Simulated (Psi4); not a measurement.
**Run report: CH₃CuO, single-point calculation (part 1 of 2)**

CH₃CuO, multiplicity 3, computed with OMP2/cc-pVDZ, UHF (Psi4 1.11).

The geometry is that of the parent species in another charge or spin state. The geometry comes from this level: PBE0-D4/def2-TZVP.

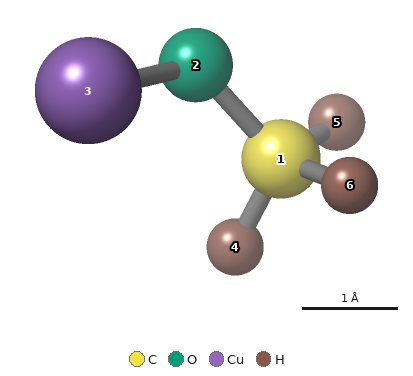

The input geometry (ball-and-stick view, seen at a tilt; atoms are numbered from 1 in the order of the input). Sticks mark near contacts. Bond lengths as drawn: Cu–O 1.79 Å, C–H 1.10 Å and C–O 1.39 Å.

**The input (run_ase.py)**
```python
import numpy as np
from ase.calculators.psi4 import Psi4
from ase.io import read

a = read('ch3cuo.xyz')
calc = Psi4(atoms=a, method='omp2', basis='cc-pVDZ', memory='1600MB', num_threads=1, charge=0, multiplicity=3, label='calc', reference='uhf')
calc.psi4.set_options({'puream': True, 'e_convergence': 1e-09, 'd_convergence': 1e-08, 'scf_type': 'pk', 'num_frozen_docc': 7, 'maxiter': 200})
a.calc = calc

print(f'energy: {a.get_potential_energy():.6f} eV')
```

**File ch3cuo.xyz**
```
6
CH3CuO
C      0.449400    -0.190500     0.012000
O     -0.425200     0.803000    -0.416700
Cu    -2.169800     0.732600    -0.018300
H      0.212700    -1.190800    -0.383600
H      1.458600     0.061500    -0.347500
H      0.516500    -0.279900     1.107800
```

Run on 1 thread of Intel Xeon @ 2.50GHz (Skylake/Cascade Lake), 12 GiB of memory available, shared host.

Launched with:
```bash
python run_ase.py
```

**Output**
```
=> Loading Basis Set <=

    Name: CC-PVDZ
    Role: ORBITAL
    Keyword: BASIS

         ---------------------------------------------------------
                                   SCF
                              UHF Reference
                        1 Threads,   1525 MiB Core
         ---------------------------------------------------------

  ==> Geometry <==

    Molecular point group: c1
    Full point group: C1

    Geometry (in Angstrom), charge = 0, multiplicity = 3:

       Center              X                  Y                   Z               Mass
    ------------   -----------------  -----------------  -----------------  -----------------
         C            1.894326740082    -0.778483992007     0.089628537552    12.000000000000
         O            1.019726740082     0.215016007993    -0.339071462448    15.994914619570
         CU          -0.724873259918     0.144616007993     0.059328537552    62.929597720000
         H            1.657626740082    -1.778783992007    -0.305971462448     1.007825032230
         H            2.903526740082    -0.526483992007    -0.269871462448     1.007825032230
         H            1.961426740082    -0.867883992007     1.185428537552     1.007825032230

  Running in c1 symmetry.

  Rotational constants: A =      1.69839  B =      0.14426  C =      0.13637 [cm^-1]
  Rotational constants: A =  50916.57239  B =   4324.70444  C =   4088.38616 [MHz]
  Nuclear repulsion =  149.738878927847281

  Charge       = 0
  Multiplicity = 3
  Electrons    = 46
  Nalpha       = 24
  Nbeta        = 22

  ==> Algorithm <==

  SCF Algorithm Type is PK.
  DIIS enabled.
  MOM disabled.
  Fractional occupation disabled.
  Guess Type is SAD.
  Energy threshold   = 1.00e-09
  Density threshold  = 1.00e-08
  Integral threshold = 1.00e-12

  ==> Primary Basis <==

  Basis Set: CC-PVDZ
    Blend: CC-PVDZ
    Number of shells: 36
    Number of basis functions: 86
    Number of Cartesian functions: 94
    Spherical Harmonics?: true
    Max angular momentum: 3

  ==> Integral Setup <==

  Using in-core PK algorithm.
   Calculation information:
      Number of atoms:                   6
      Number of AO shells:              36
      Number of primitives:            233
      Number of atomic orbitals:        94
      Number of basis functions:        86

      Integral cutoff                 1.00e-12
      Number of threads:                 1

  Performing in-core PK
  Using 13998822 doubles for integral storage.
  We computed 221816 shell quartets total.
  Whereas there are 222111 unique shell quartets.

  ==> DiskJK: Disk-Based J/K Matrices <==

    J tasked:                  Yes
    K tasked:                  Yes
    wK tasked:                  No
    Memory [MiB]:             1144
    Schwarz Cutoff:          1E-12

  Minimum eigenvalue in the overlap matrix is 6.6802494276E-03.
  Reciprocal condition number of the overlap matrix is 1.2543011747E-03.
    Using symmetric orthogonalization.

  ==> Pre-Iterations <==

  SCF Guess: Superposition of Atomic Densities via on-the-fly atomic UHF (no occupation information).

   -------------------------
    Irrep   Nso     Nmo
   -------------------------
     A         86      86
   -------------------------
    Total      86      86
   -------------------------

  ==> Iterations <==

                        Total Energy        Delta E     RMS |[F,P]|

   @UHF iter SAD: -1749.53858970560964   -1.74954e+03   0.00000e+00
   @UHF iter   1: -1750.54525987595707   -1.00667e+00   4.29264e-02 DIIS/ADIIS
   @UHF iter   2: -1712.24584550102531    3.82994e+01   8.50301e-02 DIIS/ADIIS
   @UHF iter   3: -1753.04708567081525   -4.08012e+01   1.43178e-02 DIIS/ADIIS
   @UHF iter   4: -1753.32410878843370   -2.77023e-01   1.97856e-03 DIIS/ADIIS
   @UHF iter   5: -1753.34909765078783   -2.49889e-02   8.71862e-04 DIIS/ADIIS
   @UHF iter   6: -1753.35703755676082   -7.93991e-03   7.73640e-04 DIIS/ADIIS
   @UHF iter   7: -1753.36067340487602   -3.63585e-03   2.37271e-04 DIIS/ADIIS
   @UHF iter   8: -1753.36132787508018   -6.54470e-04   1.19284e-04 DIIS/ADIIS
   @UHF iter   9: -1753.36157973285981   -2.51858e-04   1.19486e-04 DIIS/ADIIS
   @UHF iter  10: -1753.36190543311932   -3.25700e-04   1.06253e-04 DIIS/ADIIS
   @UHF iter  11: -1753.36218263811293   -2.77205e-04   2.82136e-05 DIIS
   @UHF iter  12: -1753.36221445061710   -3.18125e-05   1.22981e-05 DIIS
   @UHF iter  13: -1753.36221759369937   -3.14308e-06   9.92334e-06 DIIS
   @UHF iter  14: -1753.36221891167656   -1.31798e-06   4.76473e-06 DIIS
   @UHF iter  15: -1753.36221906861715   -1.56941e-07   2.68236e-06 DIIS
   @UHF iter  16: -1753.36221917104331   -1.02426e-07   6.24885e-07 DIIS
   @UHF iter  17: -1753.36221917917533   -8.13202e-09   2.69809e-07 DIIS
   @UHF iter  18: -1753.36221918060619   -1.43086e-09   1.60337e-07 DIIS
   @UHF iter  19: -1753.36221918082947   -2.23281e-10   1.39163e-07 DIIS
   @UHF iter  20: -1753.36221918095816   -1.28694e-10   1.80723e-08 DIIS
   @UHF iter  21: -1753.36221918096476   -6.59384e-12   1.15034e-08 DIIS
   @UHF iter  22: -1753.36221918096794   -3.18323e-12   9.33971e-09 DIIS
  Energy and wave function converged.

  ==> Post-Iterations <==

   @Spin Contamination Metric:   1.775893383E-02
   @S^2 Expected:                2.000000000E+00
   @S^2 Observed:                2.017758934E+00
   @S   Expected:                1.000000000E+00
   @S   Observed:                1.000000000E+00

    Orbital Energies [Eh]
    ---------------------

    Alpha Occupied:

       1A   -328.792492     2A    -40.824234     3A    -35.624395
       4A    -35.622206     5A    -35.620218     6A    -20.700772
       7A    -11.331544     8A     -5.017830     9A     -3.333258
      10A     -3.330871    11A     -3.323209    12A     -1.484697
      13A     -0.980099    14A     -0.769460    15A     -0.738327
      16A     -0.700667    17A     -0.580484    18A     -0.559328
      19A     -0.491456    20A     -0.491443    21A     -0.490255
      22A     -0.484003    23A     -0.452072    24A     -0.194100

    Alpha Virtual:

      25A      0.069653    26A      0.072037    27A      0.106657
      28A      0.186353    29A      0.213674    30A      0.232305
      31A      0.239446    32A      0.312453    33A      0.337751
      34A      0.344284    35A      0.445594    36A      0.571748
      37A      0.573197    38A      0.612056    39A      0.620469
      40A      0.654852    41A      0.679721    42A      0.778229
      43A      0.806378    44A      0.813342    45A      0.820549
      46A      0.915889    47A      1.100241    48A      1.107127
      49A      1.156731    50A      1.323222    51A      1.345076
      52A      1.401260    53A      1.580166    54A      1.627483
      55A      1.713378    56A      1.716546    57A      1.766096
      58A      1.811560    59A      1.855676    60A      1.867524
      61A      1.886786    62A      1.962915    63A      2.123911
      64A      2.265879    65A      2.281518    66A      2.388346
      67A      2.639607    68A      2.658153    69A      2.700531
      70A      2.904011    71A      2.910981    72A      3.161650
      73A      3.234270    74A      3.333628    75A      3.334704
      76A      3.381907    77A      3.470324    78A      3.508090
      79A      3.811655    80A      5.339669    81A      5.341736
      82A      5.342541    83A      5.342752    84A      5.367069
      85A      5.379445    86A      5.562087

    Beta Occupied:

       1A   -328.791193     2A    -40.818721     3A    -35.619657
       4A    -35.619101     5A    -35.614658     6A    -20.658202
       7A    -11.334286     8A     -5.004321     9A     -3.318710
      10A     -3.317875    11A     -3.313007    12A     -1.347418
      13A     -0.952744    14A     -0.703098    15A     -0.671912
      16A     -0.626657    17A     -0.538751    18A     -0.486343
      19A     -0.486156    20A     -0.478691    21A     -0.448044
      22A     -0.429008

    Beta Virtual:

      23A      0.027680    24A      0.061689    25A      0.103056
      26A      0.114054    27A      0.131187    28A      0.204647
      29A      0.230857    30A      0.258756    31A      0.264258
      32A      0.330226    33A      0.367459    34A      0.374027
      35A      0.483912    36A      0.587980    37A      0.600593
      38A      0.634259    39A      0.644202    40A      0.693266
      41A      0.699949    42A      0.803299    43A      0.809864
      44A      0.819235    45A      0.833067    46A      0.923455
      47A      1.107229    48A      1.144894    49A      1.168237
      50A      1.338643    51A      1.421667    52A      1.471234
      53A      1.596892    54A      1.632762    55A      1.724449
      56A      1.729442    57A      1.774638    58A      1.824515
      59A      1.860617    60A      1.880971    61A      1.895272
      62A      1.977719    63A      2.153252    64A      2.278407
      65A      2.286804    66A      2.408575    67A      2.659036
      68A      2.672439    69A      2.706211    70A      2.971617
      71A      3.004616    72A      3.185282    73A      3.312481
      74A      3.340801    75A      3.341464    76A      3.417152
      77A      3.481238    78A      3.547609    79A      3.835848
      80A      5.344452    81A      5.344616    82A      5.348433
      83A      5.350432    84A      5.382678    85A      5.384486
      86A      5.573148

    Final Occupation by Irrep:
              A
    DOCC [    22 ]
    SOCC [     2 ]
    NA   [    24 ]
    NB   [    22 ]

  @UHF Final Energy: -1753.36221918096794

   => Energetics <=

    Nuclear Repulsion Energy =            149.7388789278472814
    One-Electron Energy =               -2743.6862242647666790
    Two-Electron Energy =                 840.5851261559512295
    Total Energy =                      -1753.3622191809679407

  UHF NO Occupations:
  HONO-2 :   22  A 1.9963044
  HONO-1 :   23  A 1.0000000
  HONO-0 :   24  A 1.0000000
  LUNO+0 :   25  A 0.0036956
  LUNO+1 :   26  A 0.0018442
  LUNO+2 :   27  A 0.0008988
  LUNO+3 :   28  A 0.0007479

Computation Completed

Properties will be evaluated at   0.000000,   0.000000,   0.000000 [a0]

Properties computed using the SCF density matrix

 Multipole Moments:

 ------------------------------------------------------------------------------------
     Multipole            Electronic (a.u.)      Nuclear  (a.u.)        Total (a.u.)
 ------------------------------------------------------------------------------------

 L = 1.  Multiply by 2.5417464519 to convert [e a0] to [Debye]
 Dipole X            :         -7.4988428            9.4959306            1.9970878
 Dipole Y            :          3.1249606           -3.6472917           -0.5223311
 Dipole Z            :         -0.3812807            0.2934985           -0.0877822
 Magnitude           :                                                    2.0661305

 ------------------------------------------------------------------------------------

	total time  =        153 seconds =       2.55 minutes
  Constructing Basis Sets for DFOCC...

   => Loading Basis Set <=

    Name: (CC-PVDZ AUX)
    Role: JKFIT
    Keyword: DF_BASIS_SCF

   => Loading Basis Set <=

    Name: (CC-PVDZ AUX)
    Role: RIFIT
    Keyword: DF_BASIS_CC
```
